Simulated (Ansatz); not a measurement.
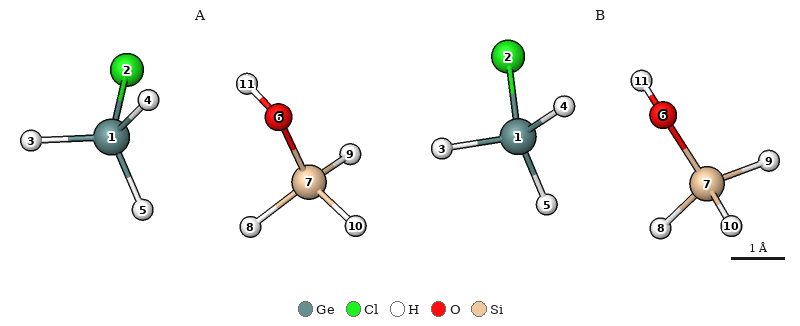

Two geometries of GeSiH7OCl, drawn at one scale. One is the start of a relaxation, the other its converged end. Style: ball-and-stick. Shown at a tilt.

These are results of Ansatz, RKS B3LYP-D4/def2-SVP, not measurements. Set-up: no spin polarisation; force threshold 0.03 eV/Å; at most 50 steps.

> Which of the two is the end point?

Structure A is the relaxed one. The run prepares an end point of a later path (reaction) calculation, from a guessed geometry. The energy falls by 1.19 kcal/mol in 14 accepted moves (15 points after the start). Largest force component: 0.73 eV/Å at the start, 0.025 eV/Å at the end. The line search rejected the trial step at point 2 of the run. H10 moves most after the best rigid fit: 0.59 Å. Largest moves by element: H 0.59 Å, Cl 0.48 Å, O 0.40 Å, Ge 0.13 Å, Si 0.07 Å. Some distances before and after: O6–H11 0.984 → 0.970 Å, Ge1–Cl2 2.216 → 2.206 Å, Ge1–H5 1.537 → 1.533 Å. Bond angles that change, for instance: Si7–O6–H11 118.7° → 115.6°.

Limits of the set-up: the start holds two separate molecules, 2.6 Å apart at their closest, whose relative position is a soft coordinate.
